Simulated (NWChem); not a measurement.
## Energy and gradient calculation of C2H4FI (part 1 of 2)

- system: C2H4FI, SMILES CC(F)I
- method: HF/def2-SVP, RHF, core potentials def2-SVP (NWChem 7.3.0)

The geometry comes from this level: PBE0-D4/def2-TZVP.

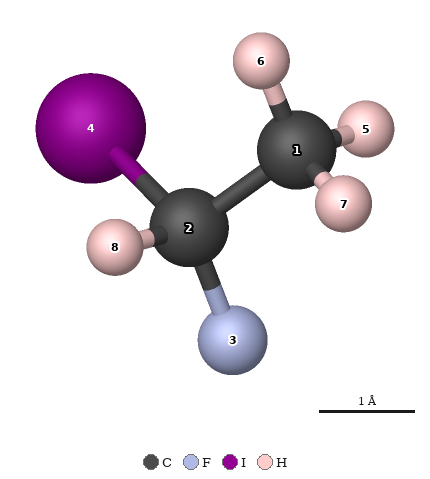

Figure 1. The structure as given in the input (ball-and-stick view, seen at a tilt; atoms are numbered from 1 in the order of the input). Bond lengths as drawn: C–C 1.50 Å, C–F 1.36 Å, C–H 1.09 Å and C–I 2.17 Å.

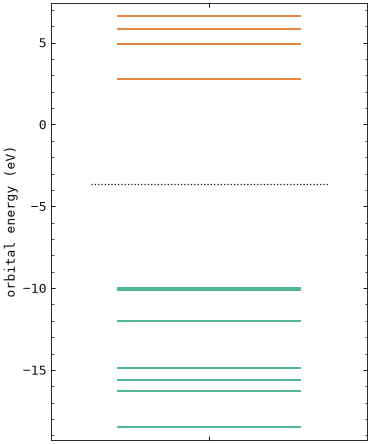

Figure 2. Orbital energies near the frontier; the dotted line parts filled from empty levels, and levels within 0.02 eV of each other stand side by side. Highest filled −10.02 eV, lowest empty 2.74 eV, 12.76 eV apart.

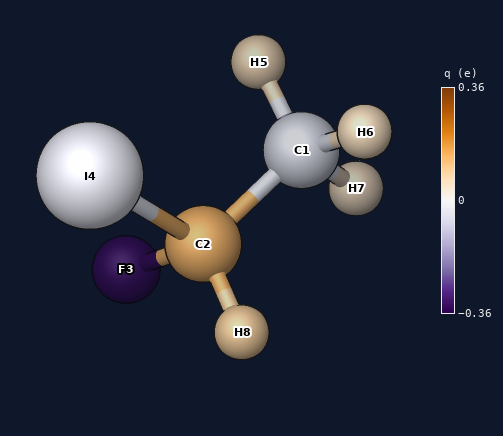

Figure 3. Mulliken charges, as the colour of each atom (ball-and-stick view, seen at a tilt; atoms are numbered from 1 in the order of the input). By element: C −0.03 to +0.14, F −0.34, I −0.04 and H +0.06 to +0.09 e.

The input that produced these results follows, with the program's output.

### Input file
```
start test
memory stack 880 mb heap 220 mb global 1100 mb
geometry noautosym nocenter noautoz
  C      0.289000     0.774100     0.030300
  C     -0.053200    -0.682900     0.083200
  F      0.832000    -1.407900    -0.653800
  I     -2.047900    -1.053900    -0.673900
  H      0.249000     1.143600    -0.994600
  H     -0.405700     1.349800     0.641600
  H      1.302700     0.912000     0.418400
  H     -0.074000    -1.092000     1.093000
end
basis "ao basis" spherical bse
  C library def2-SVP
  F library def2-SVP
  I library def2-SVP
  H library def2-SVP
end
ecp bse
  I library def2-SVP
end
scf
  thresh 1e-08
  maxiter 80
end
task scf gradient
```

Launch command:
```bash
nwchem test.nw > test.out
```

### Output
```
Northwest Computational Chemistry Package (NWChem) 7.3.0
             --------------------------------------------------------

           Job information
           ---------------

    nwchem branch   = 7.3.0
    use scalapack   = T
    input           = test.nw
    prefix          = test.
    data base       = ./test.db
    status          = startup
    nproc           =        1

           Memory information
           ------------------

    heap     =     28835840 doubles =      220.0 Mbytes
    stack    =    115343357 doubles =      880.0 Mbytes
    global   =    144179200 doubles =     1100.0 Mbytes (distinct from heap & stack)
    total    =    288358397 doubles =     2200.0 Mbytes
    verify   = yes
    hardfail = no

           Directory information
           ---------------------

  0 permanent = .
  0 scratch   = .

                                NWChem Input Module
                                -------------------

 Scaling coordinates for geometry "geometry" by  1.889725989
 (inverse scale =  0.529177249)

                             Geometry "geometry" -> ""
                             -------------------------

 Output coordinates in angstroms (scale by  1.889725989 to convert to a.u.)

  No.       Tag          Charge          X              Y              Z
 ---- ---------------- ---------- -------------- -------------- --------------
    1 C                    6.0000     0.28900000     0.77410000     0.03030000
    2 C                    6.0000    -0.05320000    -0.68290000     0.08320000
    3 F                    9.0000     0.83200000    -1.40790000    -0.65380000
    4 I                   53.0000    -2.04790000    -1.05390000    -0.67390000
    5 H                    1.0000     0.24900000     1.14360000    -0.99460000
    6 H                    1.0000    -0.40570000     1.34980000     0.64160000
    7 H                    1.0000     1.30270000     0.91200000     0.41840000
    8 H                    1.0000    -0.07400000    -1.09200000     1.09300000

      Atomic Mass
      -----------

      C                 12.000000
      F                 18.998400
      I                126.900400
      H                  1.007825

 Effective nuclear repulsion energy (a.u.)     327.3768066343

            Nuclear Dipole moment (a.u.)
            ----------------------------
        X                 Y               Z
 ---------------- ---------------- ----------------
  -186.2587633658  -124.0930144373   -75.1383398949

            XYZ format geometry
            -------------------
     8
 geometry
 C                     0.28900000     0.77410000     0.03030000
 C                    -0.05320000    -0.68290000     0.08320000
 F                     0.83200000    -1.40790000    -0.65380000
 I                    -2.04790000    -1.05390000    -0.67390000
 H                     0.24900000     1.14360000    -0.99460000
 H                    -0.40570000     1.34980000     0.64160000
 H                     1.30270000     0.91200000     0.41840000
 H                    -0.07400000    -1.09200000     1.09300000

 ==============================================================================
                                internuclear distances
 ------------------------------------------------------------------------------
       center one      |      center two      | atomic units |  angstroms
 ------------------------------------------------------------------------------
    2 C                |   1 C                |     2.83002  |     1.49758
    3 F                |   2 C                |     2.57195  |     1.36102
    4 I                |   2 C                |     4.09232  |     2.16556
    5 H                |   1 C                |     2.06019  |     1.09021
    6 H                |   1 C                |     2.05948  |     1.08983
    7 H                |   1 C                |     2.06770  |     1.09418
    8 H                |   2 C                |     2.05927  |     1.08972
 ------------------------------------------------------------------------------
                         number of included internuclear distances:          7
 ==============================================================================

 ==============================================================================
                                 internuclear angles
 ------------------------------------------------------------------------------
        center 1       |       center 2       |       center 3       |  degrees
 ------------------------------------------------------------------------------
    2 C                |   1 C                |   5 H                |   110.77
    2 C                |   1 C                |   6 H                |   110.39
    2 C                |   1 C                |   7 H                |   108.77
    5 H                |   1 C                |   6 H                |   108.96
    5 H                |   1 C                |   7 H                |   108.95
    6 H                |   1 C                |   7 H                |   108.97
    1 C                |   2 C                |   3 F                |   110.52
    1 C                |   2 C                |   4 I                |   111.40
    1 C                |   2 C                |   8 H                |   113.72
    3 F                |   2 C                |   4 I                |   108.57
    3 F                |   2 C                |   8 H                |   108.31
    4 I                |   2 C                |   8 H                |   104.01
 ------------------------------------------------------------------------------
                            number of included internuclear angles:         12
 ==============================================================================

                      Basis "ao basis" -> "" (spherical)
                      -----
  [basis functions not shown]

 Summary of "ao basis" -> "" (spherical)
 ------------------------------------------------------------------------------
       Tag                 Description            Shells   Functions and Types
 ---------------- ------------------------------  ------  ---------------------
 C                          def2-SVP                 6       14   3s2p1d
 F                          def2-SVP                 6       14   3s2p1d
 I                          def2-SVP                10       26   4s4p2d
 H                          def2-SVP                 3        5   2s1p

                 ECP       "ecp basis" -> "" (cartesian)
                -----
  [basis functions not shown]

                                 NWChem SCF Module
                                 -----------------

  ao basis        = "ao basis"
  functions       =    88
  atoms           =     8
  closed shells   =    25
  open shells     =     0
  charge          =   0.00
  wavefunction    = RHF
  input vectors   = atomic
  output vectors  = ./test.movecs
  use symmetry    = F
  symmetry adapt  = F

 Summary of "ao basis" -> "ao basis" (spherical)
 ------------------------------------------------------------------------------
       Tag                 Description            Shells   Functions and Types
 ---------------- ------------------------------  ------  ---------------------
 C                          def2-SVP                 6       14   3s2p1d
 F                          def2-SVP                 6       14   3s2p1d
 I                          def2-SVP                10       26   4s4p2d
 H                          def2-SVP                 3        5   2s1p

 Forming initial guess at       0.0s

      Superposition of Atomic Density Guess
      -------------------------------------

 Sum of atomic energies:        -523.66636833

      Non-variational initial energy
      ------------------------------

 Total energy =    -474.791678
 1-e energy   =   -1142.906461
 2-e energy   =     475.442352
 HOMO         =      -0.325982
 LUMO         =       0.015830

 Starting SCF solution at       0.3s

 ----------------------------------------------
         Quadratically convergent ROHF

 Convergence threshold     :          1.000E-08
 Maximum no. of iterations :           80
 Final Fock-matrix accuracy:          1.000E-10
 ----------------------------------------------

              iter       energy          gnorm     gmax       time
             ----- ------------------- --------- --------- --------
                 1     -473.9255009379  1.05D+00  2.29D-01      0.9
                 2     -473.9950662532  3.09D-01  6.15D-02      2.0
                 3     -474.0045432215  2.19D-02  6.59D-03      3.4
                 4     -474.0046154843  2.36D-04  5.02D-05      5.8
                 5     -474.0046154920  2.42D-08  1.07D-08     10.2
                 6     -474.0046154921  3.65D-10  8.48D-11     12.4

       Final RHF  results
       ------------------

         Total SCF energy =   -474.004615492051
      One-electron energy =  -1144.906611533418
      Two-electron energy =    478.229565384781
 Nuclear repulsion energy =    192.672430656586

        Time for solution =     12.1s

             Final eigenvalues
             -----------------

              1
    1  -26.2991
    2  -11.3797
    3  -11.2547
    4   -7.7317
    5   -5.5881
    6   -5.5761
    7   -5.5759
    8   -2.2836
    9   -2.2783
   10   -2.2782
   11   -2.2659
   12   -2.2659
   13   -1.6024
   14   -1.0610
   15   -0.9176
   16   -0.8399
   17   -0.7426
   18   -0.7007
   19   -0.6795
   20   -0.5991
   21   -0.5746
   22   -0.5469
   23   -0.4423
   24   -0.3717
   25   -0.3683
   26    0.1008
   27    0.1803
   28    0.2133
   29    0.2432
   30    0.2606
   31    0.2922
   32    0.3605
   33    0.4490
   34    0.5090
   35    0.5345

                       ROHF Final Molecular Orbital Analysis
                       -------------------------------------

 Vector   14  Occ=2.000000D+00  E=-1.061004D+00
              MO Center=  4.6D-02, -1.9D-02,  1.1D-02, r^2= 1.7D+00
   Bfn.  Coefficient  Atom+Function         Bfn.  Coefficient  Atom+Function
  ----- ------------  ---------------      ----- ------------  ---------------
    16      0.358548  2 C  s                  2      0.355871  1 C  s
     1     -0.184038  1 C  s                 45      0.183743  4 I  s
    15     -0.171987  2 C  s
```
